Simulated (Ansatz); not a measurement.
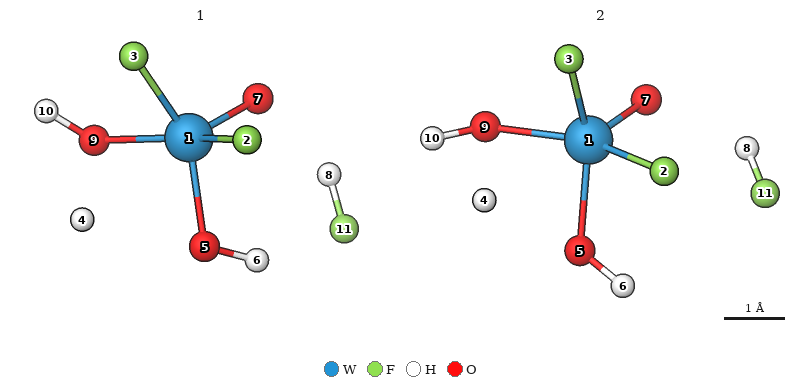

Two geometries of WH4O3F3 (multiplicity 2), drawn at one scale. One is the start of a relaxation, the other its converged end. Style: ball-and-stick. Shown at a tilt.

Theory: UKS PBE/def2-SVP (Ansatz). Set-up: collinear spin; force threshold 0.03 eV/Å; at most 50 steps.

Q: Which of the two is the end point?

A: Structure 1 is the relaxed one. The run prepares an end point of a later path (reaction) calculation, from a guessed geometry. F11 moves most after the best rigid fit: 1.02 Å. Largest moves by element: F 1.02 Å, H 0.77 Å, O 0.58 Å, W 0.27 Å. Near-neighbour distances that change, for instance: W1–F11 3.145 → 3.353 Å, W1–H8 2.821 → 2.863 Å, W1–O5 1.908 → 1.873 Å, W1–F2 1.866 → 1.892 Å. Among the angles between lasting bonds that change: W1–O9–H10 135.0° → 124.6°, F3–W1–O9 89.2° → 82.5°, F2–W1–O5 84.0° → 90.2°. Groups turn about W1–O5 by about 65°, W1–O9 by about 60°. The energy falls by 35.9 kJ/mol in 17 accepted moves (20 points after the start). Largest force component: 0.97 eV/Å at the start, 0.024 eV/Å at the end. The line search rejected the trial steps at points 11, 13, 16 of the run. Cost: 82 s on 4 threads of Arm Neoverse V2 (shared host), peak memory 0.25 GiB.
